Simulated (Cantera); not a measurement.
Input: 1 mol SiCl4, 0.51 mol Cl2, 1.9 mol H2, equilibrated at 1223 K.

These are equilibrium values from Cantera (NASA tables, ideal gas, pure condensed phases), not measurements of a reactor. Candidate condensed phases: Si; 19 gas species. The tables' values for SiCl3 are old estimates; treat these amounts as uncertain. Rates play no part.

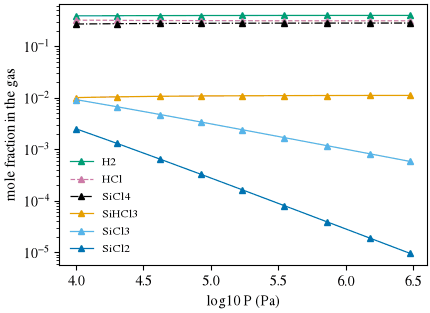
Figure. Equilibrium gas composition (values under 1e-9 drawn at 1e-9)

From 75.0 Torr to 22500 Torr nothing is condensed. The main Si-bearing gas is SiCl4 throughout.
